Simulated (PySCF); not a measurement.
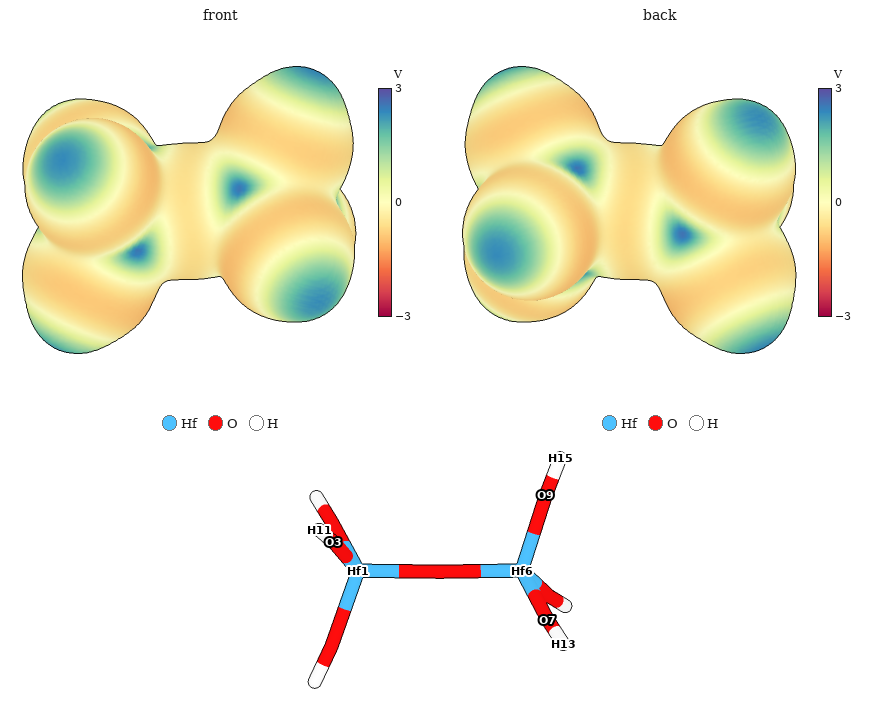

Figure. H₆Hf₂O₇. The electrostatic potential painted on the density surface at 0.002 e/bohr³, seen from the front and from behind; the colour scale runs from red (negative) to blue (positive). The bare structure is drawn below in the same view.

Geometry: PBE0-D3(BJ)/def2-SVP; core potentials replace the inner electrons of Hf.

Computed with PySCF, CAM-B3LYP/def2-SVPD, SCF density, gas phase, scalar-relativistic core potentials on the heavy atoms.

Input

```
{"job": {"kind": "uv", "xc": "CAM-B3LYP", "basis": "def2-SVPD", "ip": true, "nstates": 10}, "charge": 0, "multiplicity": 1}
Hf     0.632030     1.824083    -0.261713
O      1.822621     2.289880     1.188772
O     -0.924739     2.969499    -0.242618
O      1.548938     1.958286    -1.958600
O      0.042346    -0.024783    -0.021258
Hf    -0.614437    -1.846620     0.249876
O     -1.786875    -2.308499    -1.216227
O      0.900902    -3.046159     0.302593
O     -1.582291    -1.904970     1.921909
H      2.366388     2.596836     1.908616
H     -1.645862     3.591909    -0.268601
H      2.053149     2.102323    -2.754298
H     -2.354110    -2.612069    -1.919106
H      1.601132    -3.686416     0.390952
H     -2.091982    -1.979399     2.723722
```

Launched as:

```sh
OMP_NUM_THREADS=1 python probes_run.py task.json out
```

**Which sites attract a positive test charge, and which a negative one?**

A positive charge is drawn to the negative regions and a negative charge to the positive ones. The most negative region (about −1.0 V, or −23 kcal/mol for a unit charge) lies over O3, O4, O7 and O8, the most positive (about +2.4 V, or +55 kcal/mol for a unit charge) over Hf1 and Hf6.
